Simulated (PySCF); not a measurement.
# One shape, several levels: triplet FH3Si

Wanted: a comparison of 6 runs (U-r2SCAN/STO-6G, UB3LYP/STO-6G, RPA@PBE/STO-6G, NEVPT2(4,4)/STO-6G, UCCSDT/STO-6G, UCCSD(T)/STO-6G) of triplet FH3Si. Input form: a Python script.

The results are computed with PySCF 2.14.0.

**1. The structure to begin with**

FH3Si has 5 atoms, charge 0, and is taken as a triplet. SMILES of the parent species: `[H][Si]([H])([H])F`. The shape comes from GFN2-xTB, which is rough for such elements, and wasn't checked as a minimum. That shape belongs to the parent species and isn't relaxed for this state.

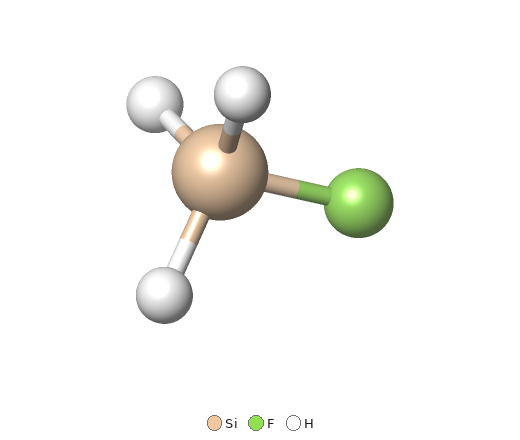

The structure, seen from a chosen angle (silicon light orange, fluorine green, hydrogen white).

**2. The energy at U-r2SCAN/STO-6G (run 1)**

The input, input.py:

```python
from pyscf import gto, dft

mol = gto.M(
    atom=[
    ('Si', (-0.000700, 0.001210, -0.093590)),
    ('F', (0.010860, -0.019140, 1.511980)),
    ('H', (1.400270, 0.011030, -0.482220)),
    ('H', (-0.709280, 1.218920, -0.453380)),
    ('H', (-0.701150, -1.212020, -0.482790)),
],
    basis='sto-6g',
    max_memory=1860,
    spin=2,
    verbose=4,
    charge=0,
)

mf = dft.UKS(mol, xc='r2scan')
mf.conv_tol = 1e-10
mf.grids.level = 5
mf.kernel()
if not mf.converged:
    mf = mf.newton().run(mf.mo_coeff, mf.mo_occ)

e_final = mf.e_tot
print('Final energy', e_final)
```

On the command line:

```sh
$ OMP_NUM_THREADS=1 python input.py
```

The log of the run:

```text
PySCF version 2.14.0

[INPUT] num. atoms = 5
[INPUT] num. electrons = 26
[INPUT] charge = 0
[INPUT] spin (= nelec alpha-beta = 2S) = 2
[INPUT] symmetry False subgroup None
[INPUT] Mole.unit = angstrom
[INPUT] Symbol           X                Y                Z      unit          X                Y                Z       unit  Magmom
[INPUT]  1 Si    -0.000700000000   0.001210000000  -0.093590000000 AA   -0.001322808287   0.002286568611  -0.176859467998 Bohr   0.0
[INPUT]  2 F      0.010860000000  -0.019140000000   1.511980000000 AA    0.020522425713  -0.036169358024   2.857228105820 Bohr   0.0
[INPUT]  3 H      1.400270000000   0.011030000000  -0.482220000000 AA    2.646126800445   0.020843679154  -0.911263731788 Bohr   0.0
[INPUT]  4 H     -0.709280000000   1.218920000000  -0.453380000000 AA   -1.340344945632   2.303424967755  -0.856764030355 Bohr   0.0
[INPUT]  5 H     -0.701150000000  -1.212020000000  -0.482790000000 AA   -1.324981472239  -2.290385857495  -0.912340875679 Bohr   0.0

[... 45 lines left out ...]
[... the frontier-level lines of each cycle are left out ...]
[... 11 lines left out ...]
[... 11 lines left out ...]
[... 11 lines left out ...]
[... 11 lines left out ...]
[... 11 lines left out ...]
[... 11 lines left out ...]
[... 11 lines left out ...]
[... 11 lines left out ...]
[... 5 lines left out ...]

cycle= 18 E= -389.134162353936  delta_E= 5.79e-07  |g|= 0.000219  |ddm|= 0.0375


cycle= 19 E= -389.13416241251  delta_E= -5.86e-08  |g|= 3.11e-06  |ddm|= 0.005


cycle= 20 E= -389.134162411213  delta_E= 1.3e-09  |g|= 5.45e-06  |ddm|= 0.00147


cycle= 21 E= -389.134162411276  delta_E= -6.3e-11  |g|= 3.84e-06  |ddm|= 0.00025


Extra cycle  E= -389.134162411183  delta_E= 9.34e-11  |g|= 9.33e-06  |ddm|= 3.9e-05
converged SCF energy = -389.134162411183  <S^2> = 2.0024477  2S+1 = 3.0016313
Final energy -389.1341624111826
```

Run time: 12 s. Hardware: 1 thread of Arm Neoverse V1, shared host; peak memory 0.21 GiB.

**3. A single-point energy at UB3LYP/STO-6G (run 2)**

The input, job.py:

```python
from pyscf import gto, dft

mol = gto.M(
    atom=[
    ('Si', (-0.000700, 0.001210, -0.093590)),
    ('F', (0.010860, -0.019140, 1.511980)),
    ('H', (1.400270, 0.011030, -0.482220)),
    ('H', (-0.709280, 1.218920, -0.453380)),
    ('H', (-0.701150, -1.212020, -0.482790)),
],
    charge=0,
    basis='sto-6g',
    max_memory=1860,
    verbose=3,
    spin=2,
)

myscf = dft.UKS(mol, xc='b3lyp')
myscf.grids.level = 5
myscf.conv_tol = 1e-10
myscf.kernel()
if not myscf.converged:
    myscf = myscf.newton().run(myscf.mo_coeff, myscf.mo_occ)

energy = myscf.e_tot
print(f'total energy: {energy:.8f} hartree')
```

On the command line:

```sh
$ OMP_NUM_THREADS=1 python job.py
```

The log of the run:

```text
WARN: HOMO 0.157657061049182 >= LUMO -0.356326033334903

WARN: HOMO 0.179079188768619 >= LUMO 0.133855494801526

WARN: HOMO 0.210398237031347 >= LUMO -0.0290456346222625

WARN: HOMO 0.213533529398542 >= LUMO -0.111071129567471

WARN: HOMO 0.204853512019513 >= LUMO -0.11774971042401

WARN: HOMO 0.188198221114491 >= LUMO -0.124593714752223

WARN: HOMO 0.186208488328081 >= LUMO -0.130728840817346

WARN: HOMO 0.184538974711157 >= LUMO -0.133183504154868

WARN: HOMO 0.184475836520553 >= LUMO -0.133403676487055

WARN: HOMO 0.184354089225922 >= LUMO -0.133617621653046

WARN: HOMO 0.184378095467647 >= LUMO -0.13363547045453

WARN: HOMO 0.184377496086423 >= LUMO -0.133639769821983

WARN: HOMO 0.184376143226287 >= LUMO -0.133640280904157

WARN: HOMO 0.184376392615046 >= LUMO -0.133640505010088

WARN: HOMO 0.184376454194948 >= LUMO -0.13363968050484

WARN: HOMO 0.184376572065642 >= LUMO -0.133639464308429

WARN: HOMO 0.184376618275266 >= LUMO -0.133638549553585

WARN: HOMO 0.184376720161967 >= LUMO -0.133509748258207

WARN: HOMO 0.184377099896632 >= LUMO -0.133555571966485

WARN: HOMO 0.184378245726917 >= LUMO -0.133523017364054

WARN: HOMO 0.184378232558353 >= LUMO -0.133527907215694

WARN: HOMO 0.184377957771968 >= LUMO -0.133578200747353

WARN: HOMO 0.184377656177628 >= LUMO -0.133617769468796

WARN: HOMO 0.184377632900879 >= LUMO -0.13361873543871

WARN: HOMO 0.1843773418934 >= LUMO -0.133638159739667

WARN: HOMO 0.184377426372207 >= LUMO -0.133635420312086

WARN: HOMO 0.184377257414065 >= LUMO -0.133636429345284

converged SCF energy = -389.180900046015  <S^2> = 2.0015039  2S+1 = 3.0010024
total energy: -389.18090005 hartree
```

It took 13 s on 1 thread of Arm Neoverse V1, shared host; peak memory 0.2 GiB.

**4. The energy at RPA@PBE/STO-6G (run 3)**

The input, calc.py:

```python
from pyscf import gto, dft
from pyscf.gw.urpa import URPA

mol = gto.Mole()
mol.atom = '''
Si      -0.000700       0.001210      -0.093590
F        0.010860      -0.019140       1.511980
H        1.400270       0.011030      -0.482220
H       -0.709280       1.218920      -0.453380
H       -0.701150      -1.212020      -0.482790
'''
mol.max_memory = 1860
mol.basis = 'sto-6g'
mol.verbose = 4
mol.spin = 2
mol.build()

ks = dft.UKS(mol)
ks.xc = 'pbe'
ks.conv_tol = 1e-10
ks.grids.level = 5
ks.kernel()
if not ks.converged:
    ks = ks.newton().run(ks.mo_coeff, ks.mo_occ)

rpa = URPA(ks, frozen=6)
rpa.kernel()
e_exx = ks.to_hf().energy_tot(ks.make_rdm1())
etot = e_exx + rpa.e_corr
print('Final energy', etot)
```

On the command line:

```sh
$ OMP_NUM_THREADS=1 python calc.py
```

The log of the run:

```text
PySCF version 2.14.0

[INPUT] num. atoms = 5
[INPUT] num. electrons = 26
[INPUT] charge = 0
[INPUT] spin (= nelec alpha-beta = 2S) = 2
[INPUT] symmetry False subgroup None
[INPUT] Mole.unit = angstrom
[INPUT] Symbol           X                Y                Z      unit          X                Y                Z       unit  Magmom
[INPUT]  1 Si    -0.000700000000   0.001210000000  -0.093590000000 AA   -0.001322808287   0.002286568611  -0.176859467998 Bohr   0.0
[INPUT]  2 F      0.010860000000  -0.019140000000   1.511980000000 AA    0.020522425713  -0.036169358024   2.857228105820 Bohr   0.0
[INPUT]  3 H      1.400270000000   0.011030000000  -0.482220000000 AA    2.646126800445   0.020843679154  -0.911263731788 Bohr   0.0
[INPUT]  4 H     -0.709280000000   1.218920000000  -0.453380000000 AA   -1.340344945632   2.303424967755  -0.856764030355 Bohr   0.0
[INPUT]  5 H     -0.701150000000  -1.212020000000  -0.482790000000 AA   -1.324981472239  -2.290385857495  -0.912340875679 Bohr   0.0

[... 51 lines left out ...]
WARN: HOMO 0.170225036840836 >= LUMO 0.165242325227528
[... 23 lines left out ...]
WARN: HOMO 0.236353418991463 >= LUMO -0.153611357816406
[... 17 lines left out ...]
WARN: beta  nocc = 12  HOMO -0.170368190269025 >= LUMO -0.170274264690245
[... 13 lines left out ...]
WARN: beta  nocc = 12  HOMO -0.168520486129773 >= LUMO -0.167785510516763
[... 13 lines left out ...]
WARN: beta  nocc = 12  HOMO -0.169172335805628 >= LUMO -0.168419543376983
[... 13 lines left out ...]
WARN: beta  nocc = 12  HOMO -0.169347120228752 >= LUMO -0.168365586453885
[... 19 lines left out ...]
WARN: HOMO 0.230977627432713 >= LUMO -0.167966433634583
[... 23 lines left out ...]
WARN: HOMO 0.230994443878017 >= LUMO -0.167844940430357
[... 23 lines left out ...]
WARN: Even tempered Gaussians are generated as DF auxbasis for  F Si H
[... 10 lines left out ...]
Final energy -388.3462019082647
```

Run time: 9 s. Hardware: 1 thread of Arm Neoverse V1, shared host; peak memory 0.2 GiB.

Runs 4 to 5 aren't shown in full; the table further down has their settings and results.

**5. The energy at UCCSD(T)/STO-6G (run 6)**

The input, input.py:

```python
from pyscf import gto, cc

mol = gto.M(
    atom=[
    ('Si', (-0.000700, 0.001210, -0.093590)),
    ('F', (0.010860, -0.019140, 1.511980)),
    ('H', (1.400270, 0.011030, -0.482220)),
    ('H', (-0.709280, 1.218920, -0.453380)),
    ('H', (-0.701150, -1.212020, -0.482790)),
],
    max_memory=1860,
    basis='sto-6g',
    spin=2,
    verbose=3,
)

mf = mol.UHF()
mf.conv_tol = 1e-10
mf.kernel()
if not mf.converged:
    mf = mf.newton().run(mf.mo_coeff, mf.mo_occ)

mycc = cc.CCSD(mf, frozen=6)
mycc.kernel()
e_t = mycc.ccsd_t()
etot = mycc.e_tot + e_t
print('E(%s) = %.9f' % ('CCSD(T)', etot))
```

On the command line:

```sh
$ OMP_NUM_THREADS=1 python input.py
```

The log of the run:

```text
WARN: HOMO 0.30647800608727 >= LUMO -0.389290383319594

WARN: HOMO 0.212003886353376 >= LUMO 0.0146181945884333

WARN: HOMO 0.110207904927121 >= LUMO 0.025783520538624

converged SCF energy = -388.239179318056  <S^2> = 2.0067195  2S+1 = 3.0044763
E(UCCSD) = -388.2961849960678  E_corr = -0.05700567801223955
UCCSD(T) correction = -0.00046508392082643
E(CCSD(T)) = -388.296650080
```

Wall time 1.2 s (1 thread of Arm Neoverse V1, shared host); peak memory 0.12 GiB.

**6. The series**

| run | level | frozen core orbitals | integration grid | energy (Eh) | dipole moment (D) of the reference | ⟨S²⟩ | wall time |
| --- | --- | --- | --- | --- | --- | --- | --- |
| 1 | U-r2SCAN/STO-6G | – | 5 | -389.134162 | 1.22 | 2.002 | 12 s |
| 2 | UB3LYP/STO-6G | – | 5 | -389.180900 | 1.29 | 2.002 | 13 s |
| 3 | RPA@PBE/STO-6G | 6 | 5 | -388.346202 | 1.10 | 2.001 | 9 s |
| 4 | NEVPT2(4,4)/STO-6G | 6 | – | -388.280931 | 2.02 | – | 1.1 s |
| 5 | UCCSDT/STO-6G | 6 | – | -388.296971 | 2.07 | 2.007 | 2.3 s |
| 6 | UCCSD(T)/STO-6G | 6 | – | -388.296650 | 2.07 | 2.007 | 1.2 s |

**7. Outcome**

```
                                          quantity          value
                               run 6: total energy  -388.29665 Eh
       run 6: dipole moment (Hartree–Fock density)         2.07 D
run 6: correlation energy (6 core orbitals frozen)      -57.5 mEh
                             run 6: (T) correction      -0.47 mEh
                                       run 6: ⟨S²⟩          2.007
                              run 6: T1 diagnostic          0.010
```

What this shows: Totals of different functionals can't be ranked against each other. All runs together took 39 s, the longest 13 s.
